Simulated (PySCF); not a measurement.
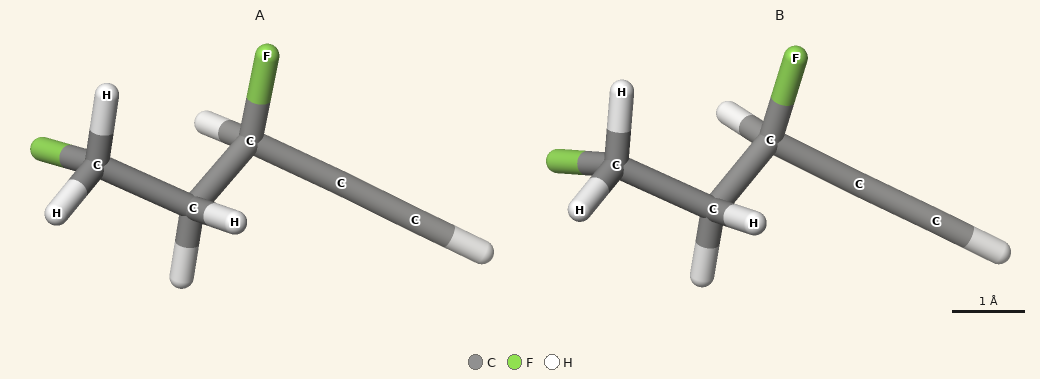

Two geometries of C5H6F2, drawn at one scale. One is the start of a relaxation, the other its converged end. Style: stick. Shown at a tilt.

All numbers below come from PySCF 2.14.0, density-fitted response routines, PBE0-D3(BJ)/def2-SVP geometry optimisation, gas phase. 

Which one is relaxed?

Answer. Structure A is the relaxed one. The start comes from GFN2-xTB. Its atoms were then displaced at random by about 0.01 Å. The largest move after the best rigid fit is that of an F atom, 0.18 Å. Largest moves by element: F 0.18 Å, H 0.16 Å, C 0.04 Å. Among the contacts that change: C–H 1.033 → 1.075 Å, C–H 1.070 → 1.101 Å, C–C 1.530 → 1.510 Å, C–C 1.228 → 1.210 Å. Among the angles between lasting bonds that change: C–C–H 112.7° → 109.0°, C–C–F 107.3° → 110.1°, C–C–H 176.6° → 179.4°. Over 11 geometry steps the energy falls by 3.46 kcal/mol. Cost: 110 s on 1 thread of Arm Neoverse N1 (shared host).
